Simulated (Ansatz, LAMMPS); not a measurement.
# A vacancy of Ga at several sites of Ga2O3 with crystalline order left by the classical run (80 atoms), part 2 of 3

Aim: make a vacancy of Ga at several sites of Ga2O3 with crystalline order left by the classical run (80 atoms), relax each, and compare their energies.

Ansatz 0.2.0; Kohn-Sham DFT, RPBE, PAW (set soft_2), plane waves.

The cell: 32 Ga and 48 O. The quench rate of 20 K/ps is many orders above laboratory rates. The starting topology of bonds comes from the classical model. Only the Γ point is sampled, in a cell whose shortest periodic width is 9 Å.

So far. Step 2 (Single point at the start): The r.m.s. force at the start is 0.37 eV/Å. Step 3 (Relaxation): The relaxation converged after 8 steps, 1.50 eV below its start, with a largest force component of 0.033 eV/Å.

### Step 4. Single point at the relaxed geometry

The electronic structure is read at the final geometry, in a run of its own.

input.yaml

```yaml
crystal:
  lattice:
    - [9.33223, 0.0, 0.0]
    - [0.0, 9.33223, 0.0]
    - [0.0, 0.0, 9.33223]
  atoms:
    - { symbol: Ga, position: [0.78431, 0.8989, 0.32838] }
    - { symbol: Ga, position: [0.62179, 0.61312, 0.28454] }
    - { symbol: Ga, position: [0.79118, 0.80663, 0.0092] }
    - { symbol: Ga, position: [0.78884, 0.1071, 0.81446] }
    - { symbol: Ga, position: [0.27704, 0.13787, 0.55782] }
    - { symbol: Ga, position: [0.28036, 0.10529, 0.07846] }
    [... 68 atom lines left out ...]
    - { symbol: O, position: [0.11316, 0.04884, 0.96073] }
    - { symbol: O, position: [0.96587, 0.76226, 0.93176] }
    - { symbol: O, position: [0.61778, 0.97522, 0.22839] }
    - { symbol: O, position: [0.44762, 0.24113, 0.64489] }
    - { symbol: O, position: [0.62149, 0.78558, 0.42266] }
    - { symbol: O, position: [0.791, 0.23614, 0.65153] }
kpoints:
  mp_grid: { grid: [1, 1, 1] }
hamiltonian:
  xc: rpbe
scf:
  occupations: { method: fermi_dirac, width: 0.025 }
output:
  forces: true
  stress: true
  populations: true
  dos:
    method: { smearing: { sigma: 0.08 } }
    de: 0.1
    projected: { site_lists: { Ga: [Ga], O: [O] } }
  eigenvalues: true
  write_density: true
  write_potential: true
  volumetric_format: npy
```

Run with:

```sh
$ ansatz run input.yaml --threads 4 --pin off --max-ram 8192MiB --backend cpu --events-out ev --progress --plain --runs-dir out
```

Numbers of over 12 decimals in the logs are rounded to 6 here.

Log:

```text
[...]
Crystal: 80 atoms, lattice volume = 812.749 Å³
Basis set: ecut = 420 eV, 15895 PW (Γ), exchange–correlation on 128×128×128 points (8 copies of the dense FFT grid, shifted against one another)
Bands: 432, of which v1, the nominal top of the filled ones, is band 352 counted from 1 (351 counted from 0)
Symmetry: 1 space group operations
[...]
k-points: 1
[...]
SCF iter   1: F=—  HF=-148571.396637 eV  |F-HF|=—  |Δ(HF+E_count)|=         —  Δρ=6.39e-3  dr2=2.66e-1  ethr=1.77e-3  ⟨swp⟩=6.0  Hψ=1625  notcnv=0
[...]
SCF iter  10: F=-148571.334947 eV  HF=-148571.334947 eV  |F-HF|=8.00e-9  |Δ(HF+E_count)|=   1.57e-9  Δρ=8.99e-7  dr2=6.70e-9  ethr=1.42e-11  ⟨swp⟩=8.0  Hψ=2515  notcnv=0
SCF 1 converged in 10 iterations: F = -148571.334947 eV  dr2 = 6.70e-9
[...]
SCF converged after 10 iterations
Free energy (F): -148571.334947 eV
[...]
Internal energy: -148571.334947 eV  (E = F + TS)
E sigma→0 (E₀):  -148571.334947 eV
Fermi energy:    10.071638 eV
[...]
--- Forces (eV/Å), atoms counted from 1 ---
  atom   1  Ga     0.00372776     0.00580733    -0.00180145
  atom   2  Ga     0.00161154    -0.00284725     0.00320133
  atom   3  Ga     0.00757422     0.01207178     0.00031924
  atom   4  Ga    -0.00100276     0.01078546     0.01299834
  atom   5  Ga     0.00247403     0.00532437     0.00250574
  atom   6  Ga    -0.00867524     0.00488305     0.00062226
  atom   7  Ga    -0.00510050     0.00138998    -0.00707157
  atom   8  Ga    -0.00560464     0.01380293     0.00884414
  atom   9  Ga    -0.00128796     0.00147299     0.00199823
  atom  10  Ga    -0.00046782     0.00275425    -0.00182151
  atom  11  Ga     0.00875962    -0.00066915     0.00572716
  atom  12  Ga    -0.00566358     0.00205296     0.00974346
  atom  13  Ga    -0.00352798    -0.00417065    -0.00034498
  atom  14  Ga     0.00006661     0.00875570     0.00587597
[...]
atom  79  O     -0.00110724    -0.00285617    -0.00140297
  atom  80  O     -0.00090330     0.02777647     0.00325788
  max |Σ_I F_I| component: 7.46e-6 eV/Å
--- Stress (GPa, compression-positive) ---
        9.020545      -0.525984      -0.318889
       -0.525984      14.734855       0.352493
       -0.318889       0.352493      17.988316
  P = ⅓ Tr σ = 13.9146 GPa (139.146 kbar)
--- Band table (eV) ---
[...]
--- Löwdin populations: 80 sites ---
  site symbol       q [e]
     0     Ga     11.9652
     1     Ga     11.9476
     2     Ga     11.8920
[...]
79      O      6.6523
  spilling = 0.003132 (of n_electrons = 704.000000)
```

Wall time 15 s (4 threads of Arm Neoverse V2, shared host); peak memory 1.3 GiB.

Read from the output:

* free energy: -148571.3349 eV
* free energy per atom: -1857.1417 eV/atom
* SCF cycles: 10
* pressure: 13.91 GPa
* r.m.s. force component: 0.00638 eV/Å
* longest force: 0.03558 eV/Å
* Fermi energy: 10.07 eV
* gap (highest filled to lowest empty level): 2.384 eV
* spilling of the projection: 0.003132

Löwdin charges by element and coordination (they lack the spilled electrons, 0.028 e an atom on average):

```
element  coordination  atoms  mean charge (e)  spread   least    most
     Ga           all     32             1.06  0.0227    1.03    1.11
     Ga             4      7             1.09  0.0178    1.06    1.11
     Ga             5      3             1.05  0.0111    1.04    1.06
     Ga             6     22             1.05  0.0111    1.03    1.07
      O           all     48           -0.658  0.0149  -0.697  -0.629
      O             3     17           -0.667  0.0071  -0.679  -0.656
      O             4     31           -0.654   0.016  -0.697  -0.629
```

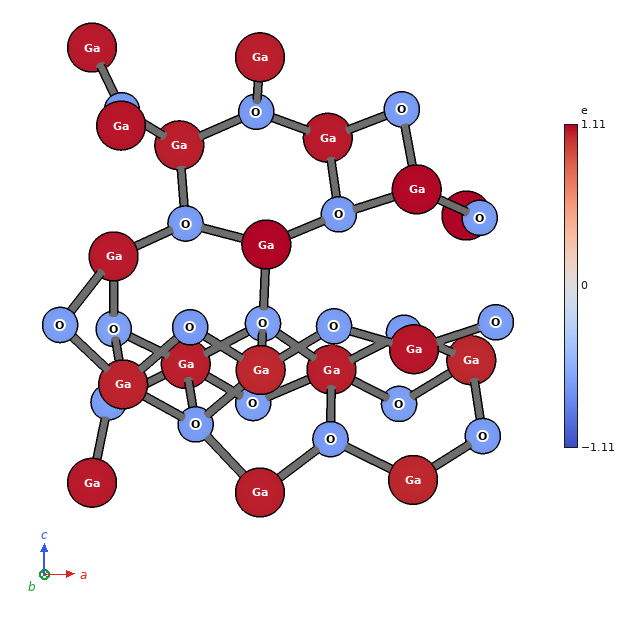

Atoms coloured by Löwdin charge. Drawn is a slice 4 Å thick, seen along the normal of the ac plane.

States in the cell by windows of 1 eV, zero at the Fermi level; the larger projections on atomic orbitals stand beside the total:

```csv
from (eV),to (eV),total,O p,Ga s,Ga p
-10,-9,0.0,0.0,0.0,0.0
-9,-8,3.2,1.9,1.0,0.1
-8,-7,28.9,17.8,7.9,1.6
-7,-6,24.6,16.1,4.3,2.5
-6,-5,36.0,25.6,2.5,5.5
-5,-4,37.1,28.8,0.8,5.6
-4,-3,48.6,41.1,0.5,5.1
-3,-2,59.7,54.9,0.3,2.3
-2,-1,49.9,47.7,0.1,0.5
-1,1,0.0,0.0,0.0,0.0
1,2,2.0,0.1,1.2,0.0
2,3,0.0,0.0,0.0,0.0
3,4,3.8,0.9,1.3,0.7
4,5,17.9,4.2,7.3,3.4
```

The curve was stored every 0.10 eV, coarse against its broadening of 0.08 eV, so these counts are rough.

Between -21 and -10 eV lie 416 more states.

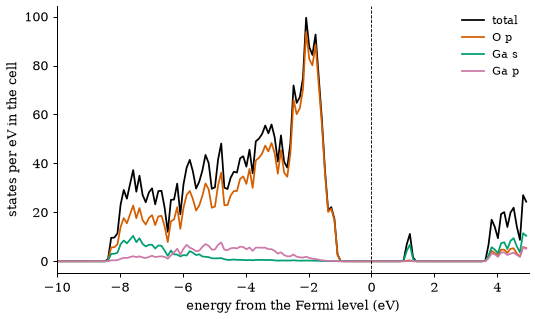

Total and projected density of states, with the broadening of the input.

The levels nearest the highest filled one (over half full), pooled over k-points and spins:

```
level less the highest filled one (eV)  occupation
                                -0.355           2
                                -0.332           2
                                -0.279           2
                                -0.176           2
                               -0.0735           2
                                     0           2
                                  2.38           0
                                  4.99           0
                                  5.10           0
                                  5.29           0
                                  5.38           0
                                  5.48           0
```

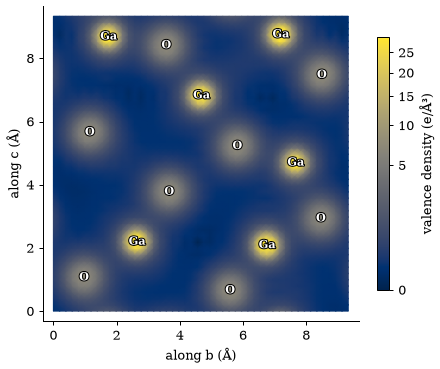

Valence density in the bc plane at fractional x = 0.440, with atoms of Ga and O within 0.2 Å of it. It is the smooth field of the valence electrons, not physical close to the nuclei. The map starts off the cell's origin, so that atoms lie inside it. The colour scale is stretched toward low values.

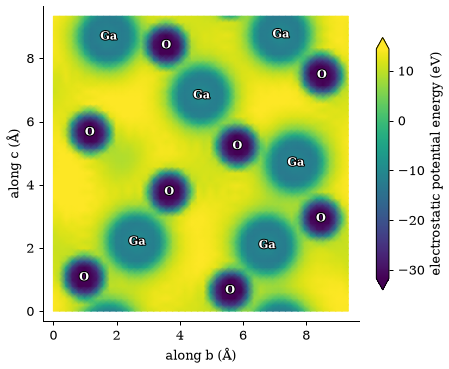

Electrostatic potential energy in the bc plane at fractional x = 0.440, with atoms of Ga and O within 0.2 Å of it. With pseudopotentials it is smooth inside the atoms' cores, unlike the true potential. The map starts off the cell's origin, so that atoms lie inside it.

Filled and empty levels are parted by 2.38 eV (at Γ alone); a semilocal functional tends to put such gaps too low. In a disordered cell it changes from sample to sample, and tail or defect levels can set it. Mean Löwdin charges: Ga +1.06, O -0.66 e (they miss 0.31 % of the electrons, so they add up to more than the cell's charge). The largest share in the top eV of filled states is O p (96 % of the projected weight), and in the lowest eV of empty states Ga s (61 % of the projected weight).

### Step 5. Vacancy of Ga, site Ga19

The site has 4 bonded neighbours (O4) at 1.85 Å on average, by cutoffs that count no bonds between two metal atoms or like ions. The change is made in the relaxed cell and the atoms are relaxed again, with spin allowed.

input.yaml

```yaml
crystal:
  lattice:
    - [9.33223, 0.0, 0.0]
    - [0.0, 9.33223, 0.0]
    - [0.0, 0.0, 9.33223]
  atoms:
    [... atom lines 1 to 15 left out ...]
    - { symbol: Ga, position: [0.45233, 0.89947, 0.32034] }
    - { symbol: Ga, position: [0.61789, 0.11143, 0.08791] }
    - { symbol: Ga, position: [0.11998, 0.89674, 0.31972] }
    - { symbol: Ga, position: [0.95242, 0.10987, 0.08867] }
    - { symbol: Ga, position: [0.45139, 0.11803, 0.81646] }
    - { symbol: Ga, position: [0.12548, 0.35134, 0.27648] }
    - { symbol: Ga, position: [0.61505, 0.83426, 0.61665] }
    [... atom lines 23 to 79 left out ...]
magnetization:
  spin_polarized: true
kpoints:
  mp_grid: { grid: [1, 1, 1] }
hamiltonian:
  xc: rpbe
scf:
  occupations: { method: fermi_dirac, width: 0.025 }
  lower_state_search: "off"
output:
  forces: true
  eigenvalues: true
relax:
  f_tol: 0.05
  max_steps: 90
```

Log:

```text
[...]
Crystal: 79 atoms, lattice volume = 812.749 Å³
Basis set: ecut = 420 eV, 15895 PW (Γ), exchange–correlation on 128×128×128 points (8 copies of the dense FFT grid, shifted against one another)
Bands: 426, of which v1, the nominal top of the filled ones, is band 346 counted from 1 (345 counted from 0)
Symmetry: 1 space group operations
[...]
k-points: 1
[...]
Starting moments: Σ|m| = 2.4 μB on 4 of 79 sites
[...]
SCF iter   1: F=—  HF=-144793.271054 eV  |F-HF|=—  |Δ(HF+E_count)|=         —  Δρ=6.05e-2 (↑5.81e-2 ↓6.05e-2)  dr2=6.42e1  dr2_m=7.57e-1  M=3.000 μB ∫|m|=3.178 μB  β_m=0.30  ethr=3.10e-3  ⟨swp⟩=6.0  Hψ=3147  notcnv=0  defer=1
[...]
spin=Collinear: Kerker preconditioning applied to the charge; magnetization (m = ρ↑ − ρ↓) channel mixes plain (no charge-response kernel on spin).
SCF iter   2: F=—  HF=-144782.737742 eV  |F-HF|=—  |Δ(HF+E_count)|=    1.05e1  Δρ=4.11e-2 (↑3.90e-2 ↓4.11e-2)  dr2=2.99e1  dr2_m=4.56e-1  M=3.000 μB ∫|m|=3.178 μB  β_m=0.30  ethr=3.10e-3  ⟨swp⟩=3.0  Hψ=1669  notcnv=0  defer=142
[...]
spin=Collinear: Resta preconditioning applied to the charge; magnetization (m = ρ↑ − ρ↓) channel mixes plain (no charge-response kernel on spin).
SCF iter   3: F=—  HF=-144776.692558 eV  |F-HF|=—  |Δ(HF+E_count)|=    6.05e0  Δρ=3.57e-2 (↑1.70e-2 ↓3.57e-2)  dr2=2.80e1  dr2_m=1.14e0  M=2.540 μB ∫|m|=2.822 μB  β_m=0.30  ethr=3.10e-3  ⟨swp⟩=2.5  Hψ=1597  notcnv=0  defer=142
SCF iter   4: F=—  HF=-144774.367735 eV  |F-HF|=—  |Δ(HF+E_count)|=    2.32e0  Δρ=1.41e-2 (↑1.07e-2 ↓1.41e-2)  dr2=4.02e0  dr2_m=2.61e-1  M=3.000 μB ∫|m|=3.188 μB  β_m=0.30  ethr=3.10e-3  ⟨swp⟩=2.0  Hψ=915  notcnv=0  defer=146
[...]
SCF iter   8: F=—  HF=-144774.270270 eV  |F-HF|=—  |Δ(HF+E_count)|=   7.13e-2  Δρ=7.75e-3 (↑2.62e-3 ↓7.75e-3)  dr2=4.91e-1  dr2_m=1.16e-1  M=3.000 μB ∫|m|=3.254 μB  β_m=0.30  ethr=2.01e-4  ⟨swp⟩=2.0  Hψ=1325  notcnv=0  defer=146
[...]
spin-set hold released at iteration 8 (site moments contracting): the magnetisation degrees of freedom join the quasi-Newton model from the next iteration; the mixer history was flushed
SCF iter   9: F=—  HF=-144774.295377 eV  |F-HF|=—  |Δ(HF+E_count)|=   2.51e-2  Δρ=6.25e-3 (↑2.10e-3 ↓6.25e-3)  dr2=5.82e-1  dr2_m=6.28e-2  M=3.000 μB ∫|m|=3.253 μB  β_m=0.26  ethr=7.11e-5  ⟨swp⟩=3.0  Hψ=1491  notcnv=0  defer=144
SCF iter  10: F=—  HF=-144774.294735 eV  |F-HF|=—  |Δ(HF+E_count)|=   6.42e-4  Δρ=5.91e-3 (↑1.79e-3 ↓5.91e-3)  dr2=2.99e-1  dr2_m=6.81e-2  M=3.000 μB ∫|m|=3.267 μB  β_m=0.28  ethr=7.11e-5  ⟨swp⟩=2.0  Hψ=1329  notcnv=0  defer=144
[...]
SCF iter  20: F=-144774.340664 eV  HF=-144774.340708 eV  |F-HF|=4.38e-5  |Δ(HF+E_count)|=   6.30e-6  Δρ=6.15e-5 (↑1.63e-5 ↓6.15e-5)  dr2=5.23e-5  dr2_m=5.08e-6  M=3.000 μB ∫|m|=3.298 μB  β_m=0.55  ethr=3.58e-9  ⟨swp⟩=2.0  Hψ=2622  notcnv=0
SCF iter  21: F=-144774.340702 eV  HF=-144774.340704 eV  |F-HF|=1.78e-6  |Δ(HF+E_count)|=   3.84e-6  Δρ=1.72e-5 (↑4.68e-6 ↓1.72e-5)  dr2=3.01e-6  dr2_m=5.00e-7  M=3.000 μB ∫|m|=3.298 μB  ethr=3.58e-9  ⟨swp⟩=2.0  Hψ=2608  notcnv=0
SCF 1 converged in 21 iterations: F = -144774.340702 eV  dr2 = 3.01e-6
[...]
relax step   1: F+E_penalty+E_count = -144774.34070222 eV  Δ(F+E_penalty+E_count) = +0.000e0 eV  max|allowed force component| = 1.234e0 eV/Å  Δτ_max = 0.0000 Å  (21 SCF iters, dr2 threshold 6.25e-5 eV, accepted)
[... from here on, the SCF cycles and remarks between the steps are left out ...]
relax step   2: F+E_penalty+E_count = -144774.69508013 eV  Δ(F+E_penalty+E_count) = -3.544e-1 eV  max|allowed force component| = 9.133e-1 eV/Å  Δτ_max = 0.0921 Å  (11 SCF iters, dr2 threshold 9.52e-5 eV, accepted)
relax step   3: F+E_penalty+E_count = -144774.94541948 eV  Δ(F+E_penalty+E_count) = -2.503e-1 eV  max|allowed force component| = 5.055e-1 eV/Å  Δτ_max = 0.2000 Å  (13 SCF iters, dr2 threshold 5.21e-5 eV, accepted)
relax step   4: F+E_penalty+E_count = -144775.10201508 eV  Δ(F+E_penalty+E_count) = -1.566e-1 eV  max|allowed force component| = 1.578e-1 eV/Å  Δτ_max = 0.2000 Å  (14 SCF iters, dr2 threshold 7.83e-5 eV, accepted)
relax step   5: F+E_penalty+E_count = -144775.12781469 eV  Δ(F+E_penalty+E_count) = -2.580e-2 eV  max|allowed force component| = 2.519e-1 eV/Å  Δτ_max = 0.0973 Å  (18 SCF iters, accepted)
relax step   6: F+E_penalty+E_count = -144775.16015219 eV  Δ(F+E_penalty+E_count) = -3.234e-2 eV  max|allowed force component| = 1.434e-1 eV/Å  Δτ_max = 0.0273 Å  (14 SCF iters, dr2 threshold 6.18e-6 eV, accepted)
relax step   7: F+E_penalty+E_count = -144775.18437564 eV  Δ(F+E_penalty+E_count) = -2.422e-2 eV  max|allowed force component| = 2.496e-1 eV/Å  Δτ_max = 0.2000 Å  (13 SCF iters, dr2 threshold 6.67e-6 eV, accepted)
relax step   8: F+E_penalty+E_count = -144775.22383831 eV  Δ(F+E_penalty+E_count) = -3.946e-2 eV  max|allowed force component| = 2.215e-1 eV/Å  Δτ_max = 0.0752 Å  (11 SCF iters, dr2 threshold 2.02e-5 eV, accepted)
relax step   9: F+E_penalty+E_count = -144775.24353777 eV  Δ(F+E_penalty+E_count) = -1.970e-2 eV  max|allowed force component| = 1.785e-1 eV/Å  Δτ_max = 0.0459 Å  (8 SCF iters, dr2 threshold 3.86e-5 eV, accepted)
relax step  10: F+E_penalty+E_count = -144775.25288413 eV  Δ(F+E_penalty+E_count) = -9.346e-3 eV  max|allowed force component| = 8.573e-2 eV/Å  Δτ_max = 0.0172 Å  (7 SCF iters, dr2 threshold 2.07e-5 eV, accepted)
relax step  11: F+E_penalty+E_count = -144775.25930568 eV  Δ(F+E_penalty+E_count) = -6.422e-3 eV  max|allowed force component| = 8.181e-2 eV/Å  Δτ_max = 0.0576 Å  (11 SCF iters, accepted)
relax step  12: F+E_penalty+E_count = -144775.26201454 eV  Δ(F+E_penalty+E_count) = -2.709e-3 eV  max|allowed force component| = 7.556e-2 eV/Å  Δτ_max = 0.0250 Å  (10 SCF iters, accepted)
relax step  13: F+E_penalty+E_count = -144775.25091236 eV  Δ(F+E_penalty+E_count) = +1.110e-2 eV  max|allowed force component| = 2.505e-1 eV/Å  Δτ_max = 0.0413 Å  (9 SCF iters, dr2 threshold 4.87e-6 eV, rejected (line search))
relax step  14: F+E_penalty+E_count = -144775.26448214 eV  Δ(F+E_penalty+E_count) = -2.468e-3 eV  max|allowed force component| = 5.064e-2 eV/Å  Δτ_max = 0.0130 Å  (11 SCF iters, accepted)
relax step  15: F+E_penalty+E_count = -144775.25710588 eV  Δ(F+E_penalty+E_count) = +7.376e-3 eV  max|allowed force component| = 1.455e-1 eV/Å  Δτ_max = 0.0340 Å  (10 SCF iters, rejected (line search))
relax step  16: F+E_penalty+E_count = -144775.26473234 eV  Δ(F+E_penalty+E_count) = -2.502e-4 eV  max|allowed force component| = 4.656e-2 eV/Å  Δτ_max = 0.0105 Å  (11 SCF iters, accepted)
SCF converged after 11 iterations
Magnetization: 2.9996 μB (346.9998 up, 344.0002 down)
Absolute magnetization: 3.3304 μB (∫|ρ↑−ρ↓|, with the PAW one-centre terms)
[...]
Per-site moments (μB) at R_I (Å): [(0.0026256, 0.785292), (-0.000676012, 0.798111), (-0.000273313, 0.763424), (-0.000491028, 0.796531), (-9.800568031375384e-6, [...]
Free energy (F): -144775.264732 eV
[...]
Internal energy: -144775.264284 eV  (E = F + TS)
E sigma→0 (E₀):  -144775.264508 eV
Entropy (-TS):   -0.000449 eV (-0.006 meV/atom)
Fermi energy:    8.729351 eV
[...]
Σ components = -144775.264732   (vs F -144775.264732, Δ=0.00e0)
--- Forces (eV/Å), atoms counted from 1 ---
  atom   1  Ga     0.00214874    -0.00725753    -0.01113954
  atom   2  Ga    -0.00340527     0.00078114    -0.01332527
  atom   3  Ga     0.01264767     0.00686571    -0.00437107
  atom   4  Ga     0.00644876    -0.00285255     0.01628165
[...]
atom  79  O      0.00396069    -0.00680863    -0.01009453
  max |Σ_I F_I| component: 2.89e-5 eV/Å
--- Band table (eV) ---
[...]
--- Relaxed structure (16 steps of the walk, 14 accepted, 0 SCFs on fresh bases) ---
  F+E_penalty+E_count = -144775.26473234 eV   max|allowed force component| = 4.656e-2 eV/Å
  atoms:
    - { symbol: Ga, position: [0.783155, 0.899548, 0.332364] }
    - { symbol: Ga, position: [0.623672, 0.616469, 0.287450] }
    - { symbol: Ga, position: [0.785617, 0.798048, 0.00240554] }
    - { symbol: Ga, position: [0.779139, 0.125756, 0.815311] }
[...]
- { symbol: O, position: [0.770787, 0.241885, 0.644260] }
```

The job ended after 6.5 min (4 threads; peak memory 2.1 GiB; 26 min of CPU time).

The relaxation converged after 16 steps, 0.924 eV below its start, with a largest force component of 0.047 eV/Å.

The surroundings of the place of the removed atom, after relaxation: 12 atoms, nearest first, with positions taken from that point. Atoms keep their numbers of the cell before the removal, where the removed atom was number 19.

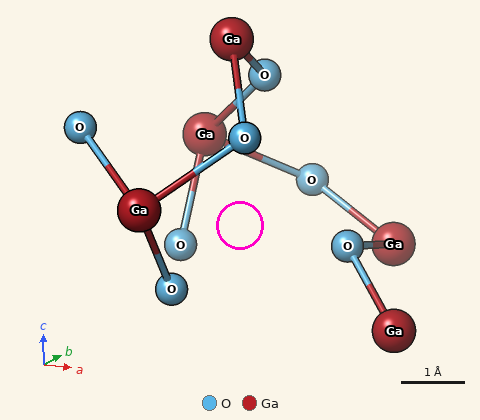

The atoms of the table, within 3.2 Å (arrows a, b, c point along x, y, z); some may hide others. A ring marks the centre wherever it is empty.

| atom | x | y | z | distance (Å) | bonds | moment (μB) |
| --- | --- | --- | --- | --- | --- | --- |
| O48 | -1.42 | 0.54 | -0.63 | 1.65 | 2 | 0.29 |
| O39 | 1.48 | 0.83 | -0.38 | 1.74 | 2 | 0.54 |
| O80 | -0.31 | -1.68 | -0.65 | 1.83 | 3 | 0.42 |
| Ga12 | -1.52 | 1.55 | 0.92 | 2.36 | 5 | 0.00 |
| O67 | -0.18 | 1.21 | 2.15 | 2.47 | 3 | 0.40 |
| O44 | 1.03 | -1.53 | 1.97 | 2.70 | 4 | 0.00 |
| Ga4 | -0.23 | -2.76 | 0.94 | 2.92 | 6 | 0.00 |
| O45 | -0.37 | 2.94 | -0.05 | 2.96 | 3 | 0.05 |
| Ga29 | 1.26 | 2.65 | -0.85 | 3.06 | 4 | 0.00 |
| Ga26 | 2.81 | -0.05 | -1.39 | 3.14 | 6 | 0.00 |
| Ga30 | 0.11 | -0.28 | 3.17 | 3.18 | 5 | 0.00 |
| O37 | -1.81 | -1.84 | 1.88 | 3.20 | 4 | 0.00 |

The column of bonds counts only the pairs O-Ga within 2.50 Å; other neighbours, such as metal atoms beside each other in a compound, aren't counted, and periodic images can show an atom twice.

The largest move is 0.63 Å, by O67.

### Step 6. Vacancy of Ga, site Ga28

The site has 6 bonded neighbours (O6) at 2.08 Å on average. 

Input and log are left out; they have the form of those shown for this kind of step.

Elapsed: 4.8 min, on 4 threads of Arm Neoverse V2, shared host; peak memory 2 GiB.

The relaxation converged after 10 steps, 0.979 eV below its start, with a largest force component of 0.038 eV/Å.

### Step 7. Vacancy of Ga, site Ga13

The site has 6 bonded neighbours (O6) at 2.00 Å on average. 

Input and log are left out; they have the form of those shown for this kind of step.

Elapsed: 5.7 min, on 4 threads of Arm Neoverse V2, shared host; peak memory 2.1 GiB; 23 min of CPU time.

The relaxation converged after 12 steps, 1.34 eV below its start, with a largest force component of 0.019 eV/Å.

(Part 2 of 3 ends here.)

[Logs are printed without paths, hosts, clocks, repeated set-up lines and the standing remarks that a program may print on its own settings, such as how far it seeks lower states.]

[Hosts, paths, dates, database ids (printed as entryN), source tags and the programs' standing remarks are cut or masked in the printed files.]
